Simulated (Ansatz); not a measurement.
## C$_{2}$H$_{8}$OSi: geometry relaxation (part 2 of 2)

Continued. System: C$_{2}$H$_{8}$OSi. Method: RKS PBE0/6-31G (Ansatz 0.2.0). It belongs to a series of runs on one base structure; here: start relaxed.

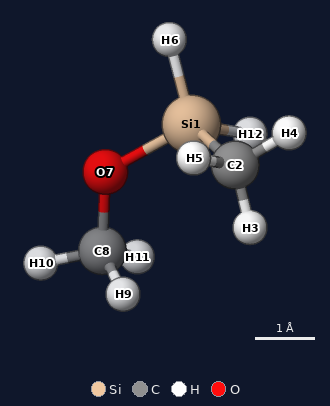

The geometry at step 10 of the log (ball-and-stick view, seen at a tilt; atoms are numbered from 1 in the order of the input).

**Trajectory as extended XYZ, continued**
```
12
Properties=species:S:1:pos:R:3:forces:R:3 step=5 energy=-12118.73056 accepted=F
Si    0.0586    0.0233   -0.0009   -0.0890   0.1769  -0.0680
C    -0.0128   -0.0414    1.9005    0.0530  -0.0639  -0.0075
H    -1.0421   -0.1683    2.2628    0.1571   0.0254  -0.0198
H     0.5922   -0.8919    2.2558   -0.1383   0.1811  -0.0266
H     0.4011    0.8851    2.3207   -0.0823  -0.1476  -0.0118
H     1.4745    0.2160   -0.4629   -0.0349  -0.0191   0.0212
O    -0.8033    1.3929   -0.6537   -0.0058  -0.2159   0.0619
C    -2.2067    1.4133   -0.9715   -0.1228  -0.0327  -0.0516
H    -2.8401    1.0393   -0.1388    0.2158   0.1550  -0.3037
H    -2.4640    2.4649   -1.1705   -0.0140  -0.3183   0.0383
H    -2.4192    0.8110   -1.8802    0.0504   0.2168   0.3638
H    -0.5099   -1.2572   -0.5804    0.0107   0.0423   0.0037
12
Properties=species:S:1:pos:R:3:forces:R:3 step=6 energy=-12118.73650
Si    0.0432    0.0140    0.0044   -0.0285   0.0413  -0.0026
C    -0.0016   -0.0340    1.9033    0.0065  -0.0067  -0.0516
H    -1.0140   -0.2073    2.2798   -0.0071   0.0051   0.0031
H     0.6451   -0.8396    2.2680   -0.0049  -0.0098   0.0116
H     0.3627    0.9132    2.3112    0.0002   0.0046   0.0172
H     1.4543    0.1629   -0.4817    0.0008   0.0031   0.0073
O    -0.8055    1.3877   -0.6324    0.0105  -0.0333   0.0005
C    -2.1976    1.4166   -0.9805    0.0362  -0.0112   0.0050
H    -2.8387    0.9793   -0.2029   -0.0008   0.0160   0.0142
H    -2.4745    2.4647   -1.1108   -0.0143  -0.0022  -0.0101
H    -2.3796    0.8835   -1.9227   -0.0037  -0.0076   0.0156
H    -0.5655   -1.2543   -0.5549    0.0051   0.0005  -0.0101
12
Properties=species:S:1:pos:R:3:forces:R:3 step=7 energy=-12118.74150
Si    0.0586    0.0256   -0.0068   -0.0102   0.0026   0.0036
C    -0.0182   -0.0382    1.8912    0.0143  -0.0070  -0.0109
H    -1.0415   -0.1877    2.2513    0.0239   0.0082  -0.0084
H     0.6006   -0.8661    2.2591   -0.0310   0.0296  -0.0114
H     0.3659    0.8953    2.3153   -0.0170  -0.0281   0.0042
H     1.4752    0.1945   -0.4682    0.0029   0.0092   0.0076
O    -0.7932    1.3905   -0.6572   -0.0441  -0.0218  -0.0078
C    -2.1969    1.4123   -0.9638   -0.0198  -0.0215  -0.0073
H    -2.8182    1.0374   -0.1335    0.0701   0.0641  -0.0926
H    -2.4648    2.4553   -1.1584   -0.0067  -0.0970   0.0055
H    -2.4154    0.8148   -1.8635    0.0159   0.0627   0.1253
H    -0.5238   -1.2468   -0.5845    0.0017  -0.0012  -0.0078
12
Properties=species:S:1:pos:R:3:forces:R:3 step=8 energy=-12118.74346
Si    0.0833    0.0354   -0.0246   -0.0263   0.0303   0.0089
C    -0.0443   -0.0444    1.8718    0.0248  -0.0337  -0.0012
H    -1.0813   -0.1689    2.2050    0.0688   0.0124  -0.0173
H     0.5412   -0.8965    2.2433   -0.0567   0.0711  -0.0167
H     0.3579    0.8727    2.3166   -0.0381  -0.0538  -0.0057
H     1.5076    0.2438   -0.4470   -0.0218  -0.0054   0.0079
O    -0.7768    1.3895   -0.6926   -0.1108  -0.0645  -0.0021
C    -2.1954    1.4084   -0.9370   -0.1226  -0.0629  -0.0324
H    -2.7854    1.1346   -0.0369    0.1963   0.1189  -0.3081
H    -2.4486    2.4373   -1.2290   -0.0106  -0.2669   0.0600
H    -2.4697    0.7198   -1.7638    0.0819   0.2418   0.3118
H    -0.4602   -1.2448   -0.6247    0.0150   0.0128  -0.0048
12
Properties=species:S:1:pos:R:3:forces:R:3 step=9 energy=-12118.75861
Si    0.1031    0.0413   -0.0445    0.0235   0.0342  -0.0206
C    -0.0761   -0.0575    1.8439   -0.0067   0.0126   0.0084
H    -1.1182   -0.1960    2.1481   -0.0034  -0.0086  -0.0031
H     0.5066   -0.9030    2.2259   -0.0013  -0.0068   0.0071
H     0.2991    0.8589    2.3095   -0.0027  -0.0058   0.0029
H     1.5319    0.2857   -0.4247   -0.0038  -0.0041  -0.0005
O    -0.7599    1.3840   -0.7293    0.0027  -0.0077   0.0056
C    -2.1839    1.4124   -0.9034   -0.0161  -0.0160  -0.0031
H    -2.7222    1.2904    0.0462    0.0038  -0.0034   0.0241
H    -2.4440    2.3861   -1.3219    0.0267   0.0093  -0.0191
H    -2.5178    0.6298   -1.5980   -0.0149  -0.0095   0.0048
H    -0.3904   -1.2453   -0.6711   -0.0078   0.0058  -0.0066
12
Properties=species:S:1:pos:R:3:forces:R:3 step=10 energy=-12118.75937
Si    0.1270    0.0583   -0.0521   -0.1539  -0.0770  -0.0351
C    -0.0908   -0.0672    1.8331    0.0389   0.0237   0.0052
H    -1.1377   -0.2165    2.1159    0.0020   0.0002  -0.0325
H     0.4885   -0.9140    2.2193   -0.0023   0.0111  -0.0176
H     0.2690    0.8451    2.3179   -0.0001   0.0034   0.0227
H     1.5596    0.3021   -0.4161   -0.0112   0.0428   0.0084
O    -0.7560    1.3786   -0.7517    0.0589   0.0547   0.0302
C    -2.1844    1.4099   -0.8875    0.0520   0.0398  -0.0001
H    -2.6917    1.3866    0.0861   -0.0024   0.0015   0.0160
H    -2.4356    2.3470   -1.3881   -0.0227  -0.0135  -0.0032
H    -2.5543    0.5737   -1.4959    0.0077  -0.0253  -0.0031
H    -0.3653   -1.2165   -0.7000    0.0331  -0.0613   0.0090
12
Properties=species:S:1:pos:R:3:forces:R:3 step=11 energy=-12118.76181
Si    0.1259    0.0515   -0.0616   -0.0046  -0.0156   0.0072
C    -0.1009   -0.0705    1.8222   -0.0122  -0.0008   0.0071
H    -1.1491   -0.2311    2.0942    0.0040  -0.0019  -0.0029
H     0.4830   -0.9121    2.2122    0.0005   0.0013  -0.0065
H     0.2453    0.8448    2.3121   -0.0028  -0.0064  -0.0114
H     1.5587    0.3245   -0.4041   -0.0079   0.0024  -0.0113
O    -0.7498    1.3760   -0.7616    0.0189   0.0109   0.0103
C    -2.1795    1.4148   -0.8751   -0.0882   0.0113  -0.0098
H    -2.6697    1.4423    0.1124    0.0529   0.0016  -0.1310
H    -2.4313    2.3316   -1.4179   -0.0134  -0.1055   0.0587
H    -2.5683    0.5494   -1.4381    0.0397   0.1082   0.0739
H    -0.3361   -1.2345   -0.7138    0.0131  -0.0056   0.0157
12
Properties=species:S:1:pos:R:3:forces:R:3 step=12 energy=-12118.76288
Si    0.1229    0.0548   -0.0598   -0.0066  -0.0016   0.0093
C    -0.1003   -0.0771    1.8228    0.0095  -0.0123   0.0105
H    -1.1439   -0.2600    2.0968   -0.0106   0.0047  -0.0076
H     0.5007   -0.9086    2.2078    0.0062  -0.0007   0.0031
H     0.2294    0.8430    2.3146    0.0000  -0.0007  -0.0014
H     1.5544    0.3222   -0.4089    0.0074   0.0015  -0.0021
O    -0.7465    1.3902   -0.7479   -0.0263  -0.0011  -0.0016
C    -2.1759    1.4196   -0.8745   -0.0231   0.0127  -0.0348
H    -2.6752    1.4783    0.1019    0.0223  -0.0080   0.0205
H    -2.4327    2.3128   -1.4470    0.0079   0.0028  -0.0058
H    -2.5571    0.5384   -1.4102    0.0085   0.0024   0.0081
H    -0.3476   -1.2267   -0.7145    0.0048   0.0004   0.0015
12
Properties=species:S:1:pos:R:3:forces:R:3 step=13 energy=-12118.76249 accepted=F
Si    0.1258    0.0540   -0.0606    0.0237  -0.0071  -0.0306
C    -0.1007   -0.0819    1.8223   -0.0301   0.0392  -0.0278
H    -1.1481   -0.2623    2.0826   -0.0085  -0.0078   0.0351
H     0.4970   -0.9117    2.2162   -0.0021   0.0010  -0.0284
H     0.2237    0.8405    2.3128   -0.0019   0.0005   0.0165
H     1.5573    0.3322   -0.4039   -0.0063   0.0058  -0.0060
O    -0.7499    1.3796   -0.7626    0.0316   0.0067   0.0098
C    -2.1802    1.4236   -0.8753    0.0345  -0.0531   0.0669
H    -2.6591    1.4954    0.1107   -0.0274   0.0081  -0.0160
H    -2.4357    2.3128   -1.4536    0.0080   0.0091  -0.0105
H    -2.5737    0.5379   -1.3933   -0.0179   0.0055  -0.0094
H    -0.3281   -1.2332   -0.7145   -0.0037  -0.0080   0.0004
12
Properties=species:S:1:pos:R:3:forces:R:3 step=14 energy=-12118.76313
Si    0.1251    0.0543   -0.0609   -0.0043   0.0014  -0.0033
C    -0.1025   -0.0779    1.8216   -0.0031   0.0031   0.0000
H    -1.1479   -0.2593    2.0910    0.0037   0.0007  -0.0019
H     0.4971   -0.9096    2.2086    0.0006  -0.0020   0.0001
H     0.2262    0.8421    2.3142   -0.0012  -0.0012   0.0012
H     1.5564    0.3275   -0.4083    0.0000   0.0004   0.0020
O    -0.7473    1.3851   -0.7550    0.0020  -0.0019  -0.0013
C    -2.1772    1.4205   -0.8736   -0.0045  -0.0001   0.0042
H    -2.6666    1.4844    0.1079    0.0040   0.0003  -0.0060
H    -2.4329    2.3127   -1.4485    0.0011  -0.0040   0.0019
H    -2.5647    0.5378   -1.4020   -0.0010   0.0041   0.0025
H    -0.3375   -1.2307   -0.7140    0.0025  -0.0010   0.0006
```

This output came from the following input.

**The input**
```yaml
crystal:
  periodic: [false, false, false]
  atoms:
    - { symbol: Si, position_ang: [0.0, 0.0, 0.0] }
    - { symbol: C, position_ang: [0.0, 0.0, 1.87] }
    - { symbol: H, position_ang: [-0.9996, -0.3092, 2.2405] }
    - { symbol: H, position_ang: [0.7676, -0.7111, 2.2405] }
    - { symbol: H, position_ang: [0.232, 1.0203, 2.2405] }
    - { symbol: H, position_ang: [1.3768, 0.0, -0.4862] }
    - { symbol: O, position_ang: [-0.7913, 1.3709, -0.5594] }
    - { symbol: C, position_ang: [-2.1512, 1.4177, -0.9653] }
    - { symbol: H, position_ang: [-2.7687, 0.8215, -0.2614] }
    - { symbol: H, position_ang: [-2.5023, 2.4707, -0.9639] }
    - { symbol: H, position_ang: [-2.2473, 0.9975, -1.9882] }
    - { symbol: H, position_ang: [-0.6877, -1.1914, -0.4862] }
basis:
  gaussian: { orbitals: "6-31G" }
hamiltonian:
  xc: pbe0
relax:
  f_tol: 0.02
  max_steps: 40
```

Command:
```bash
ansatz run input.yaml --threads 1 --pin off --max-ram 2048MiB --backend cpu --events-out ev --progress --plain --runs-dir out
```

**Key numbers**

- outcome: converged
- total energy: −12118.7632 eV
- mean-field energy: −12118.7632 eV
- largest force (length of the vector) at the end: 0.007 eV/Å
- hardware: 1 thread of Arm Neoverse V1, 24 GiB of memory available, shared host
- wall time: 46 s
- peak memory: 0.13 GiB
